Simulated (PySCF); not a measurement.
C$_{5}$H$_{8}$N$_{2}$O (SMILES COc1ccn(C)n1)

The calculation's input:

```
{"job": {"kind": "uv", "xc": "PBE0", "basis": "def2-SVPD", "nstates": 6, "ntriplets": 2}, "charge": 0, "multiplicity": 1}
C      2.753046     0.561458    -0.004415
O      2.117116    -0.697098    -0.072134
C      0.773619    -0.652184    -0.050462
C     -0.076802    -1.774151    -0.115724
C     -1.340513    -1.237679    -0.060814
N     -1.210871     0.098571     0.033196
C     -2.249181     1.084295     0.098803
N      0.076846     0.468894     0.037978
H      2.455930     1.190103    -0.848015
H      3.822733     0.363776    -0.038050
H      2.491608     1.078574     0.922591
H      0.211488    -2.800420    -0.188546
H     -2.303423    -1.707076    -0.079928
H     -3.001832     0.793606     0.833123
H     -1.795556     2.027817     0.395236
H     -2.731810     1.210460    -0.874250
```

Run with:

```sh
OMP_NUM_THREADS=1 python probes_run.py task.json out
```

Geometry: GFN2-xTB.

Computed with PySCF, PBE0/def2-SVPD, SCF density, gas phase.

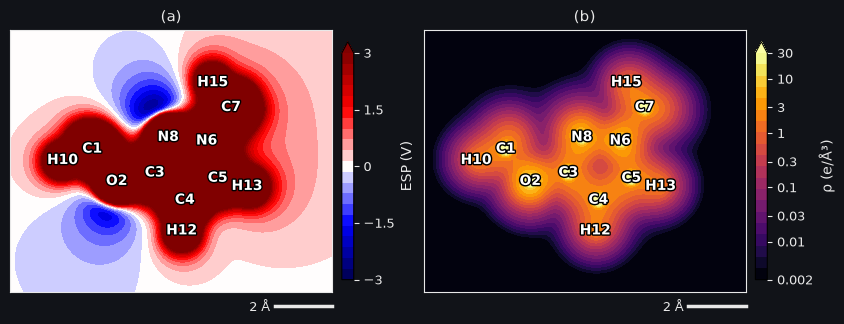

Figure 1. (a) electrostatic potential; (b) electron density on the plane of atoms O2, C3 and C4.

What does the map show?

Answer.
- Atoms in the plane: C, O, N and H.
- C–N (1.32 Å): the density is about 2.6 e/Å³ at the midpoint.
- N–N (1.34 Å): ρ is about 2.6 e/Å³ halfway.
- C–O (1.34 Å): the density is about 2.4 e/Å³ at the midpoint, with its minimum of 2 e/Å³ about 0.5 Å from C.
- C–C (1.37 Å): ρ is about 2.1 e/Å³ halfway.
- C–H (1.07 Å): ρ is about 2 e/Å³ halfway.
- Outside the dense part of the molecule the potential is most negative (−2.3 V) near N8.

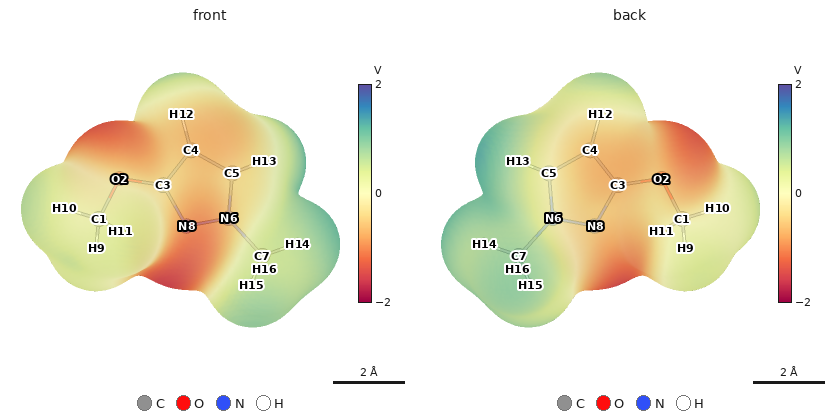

Figure 2. The electrostatic potential painted on the density surface at 0.002 e/bohr³, seen from the front and from behind; red is negative and blue positive.

Which sites attract a positive test charge, and which a negative one?

Answer. A positive charge is drawn to the negative regions and a negative charge to the positive ones. The most negative region (about −1.5 V) lies over N8, the most positive (about +1.3 V) over H13. N8 is the likeliest acceptor of a hydrogen bond.

How polar is the molecule by this calculation?

Answer. Its dipole moment is 2.21 D.
